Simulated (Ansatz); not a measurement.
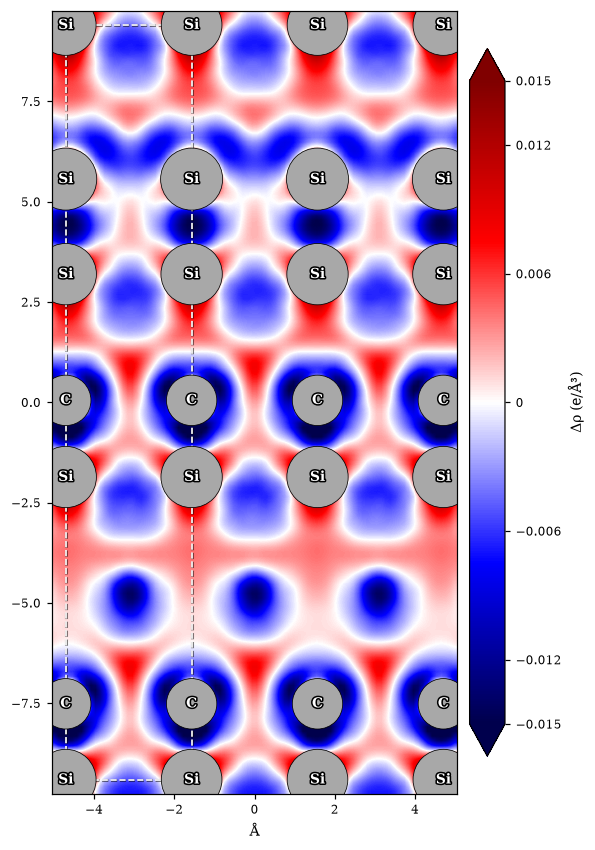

Si4C3. Difference of the valence pseudo-densities of two functionals at the same geometry, on the (100) plane of the calculation cell: one of PBE and r2SCAN less the other.

Space group P3m1; a generated structure, not necessarily the stable one.

Both computed with Ansatz (plane waves, PAW), on the same k-point mesh. Grey discs cover the atomic cores.

Q: Which was subtracted from which, and what does the map show?

A: It is PBE less r2SCAN. Against r2SCAN, PBE gives less density around C (−0.012 e/Å³ on average at 0.8 Å from the nucleus) and a change of −0.015 e/Å³ at the midpoint of Si–C and −0.015 e/Å³ at the midpoint of Si–Si.
